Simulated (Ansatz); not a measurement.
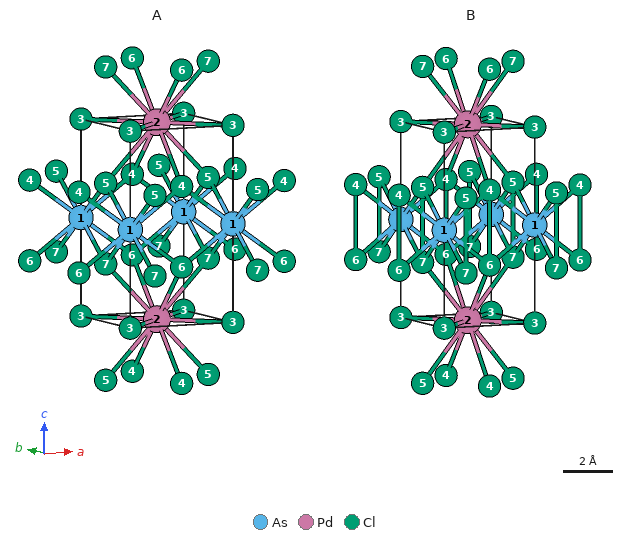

Two geometries of a crystal of AsPdCl5 (built on the SiSnPd5-123 type type), drawn at one scale. One is the start of a relaxation, the other its converged end. The picture is a ball-and-stick view of the cell of the calculation, seen from a free direction.

Computed with Ansatz, DFT, PBEsol, plane waves, PAW. Settings: plane-wave cutoff 420 eV; k-point mesh 4 × 4 × 4; occupations fermi dirac; smearing width 0.03 eV; no spin polarisation; cell and atoms relaxed; force threshold 0.01 eV/Å; at most 120 steps.

Question: Which of the two is the end point?

Answer: Structure B is the relaxed one. After 9 accepted moves (10 points after the start) the energy has fallen by 1.735 eV per cell of the calculation. Largest force component: 0.6 eV/Å at the start, under 0.0001 eV/Å at the end. The pressure goes from −8.80 to 0.00 GPa. At 1 point the geometry stayed and the basis and grid were re-selected for the new cell (energy shift of 2.7 meV per cell of the calculation at most each time). The largest moves relative to the cell, 0.11 Å, are those of Cl4, Cl5, Cl6 and Cl7. Cl6 goes along +c. Pd and As stay in place. Cell: a = b 4.742 → 4.178 Å (−11.9 %), c 8.262 → 8.217 Å (−0.5 %). Volume −22.8 %. Some distances before and after: Pd2–Cl3 3.353 → 2.954 Å, As1–Cl4 2.913 → 2.614 Å, Cl4–Cl6 3.384 → 3.143 Å, Pd2–Cl4 3.401 → 3.286 Å. The space group stays P4/mmm (No. 123). Cost: 24 s on 4 threads of Arm Neoverse V2, with other jobs on the host, peak memory 0.58 GiB.

Limits of the set-up: layers or molecules are held without a dispersion correction, so their spacing is unreliable.
